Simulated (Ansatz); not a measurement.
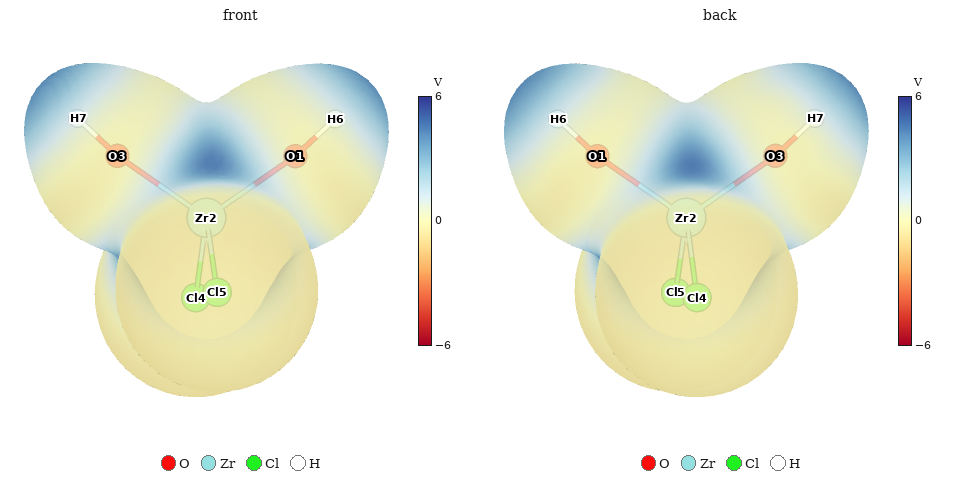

The picture shows: Cl₂H₂O₂Zr (SMILES [OH][Zr]([OH])([Cl])[Cl]). The molecular electrostatic potential painted on the density surface at 0.004 e/bohr³, seen from the front and from behind; red is negative and blue positive.

Geometry: PBE0-D4/def2-TZVP; core potentials replace the inner electrons of Zr.

Computed with RKS PBE0-D4/def2-TZVPP (Ansatz).

```xyz
7

O    -1.2032    0.8969    0.7817
Zr   -0.1036   -0.1072   -0.3886
O     1.5329   -0.5576    0.4519
Cl   -1.2300   -2.0912   -0.9841
Cl    0.3513    1.1842   -2.3082
H    -1.6542    1.3895    1.4617
H     2.3067   -0.7147    0.9857
```

Describe the electrostatic potential map.

Answer. The most negative region (about −0.6 V, or −14 kcal/mol for a unit charge) lies over Cl4 and Cl5, the most positive (about +4.9 V, or +113 kcal/mol for a unit charge) over Zr2.
